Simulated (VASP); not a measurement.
Band structure of YP (relaxed from the zinc blende structure, space group F-43m). Computed with PBEsol GGA, VASP's PBE PAW potentials (set 64) (plane waves; VASP).

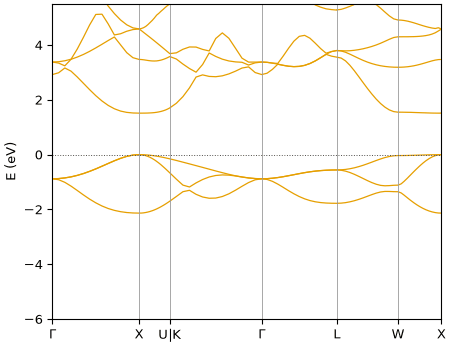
*Bands along high-symmetry lines, zero at the valence-band maximum or, without a gap, the Fermi level*

**Question.** Read the plot: is there a gap, and where are the band edges?

**Answer.** The gap is direct, 1.51 eV, from the valence maximum at X to the conduction minimum at X. (Edges off the drawn lines would not show.)

The structure was generated: YP was put into the zinc blende type (F-43m), which need not be its known phase. It was relaxed first, which changed the volume by -25 %.
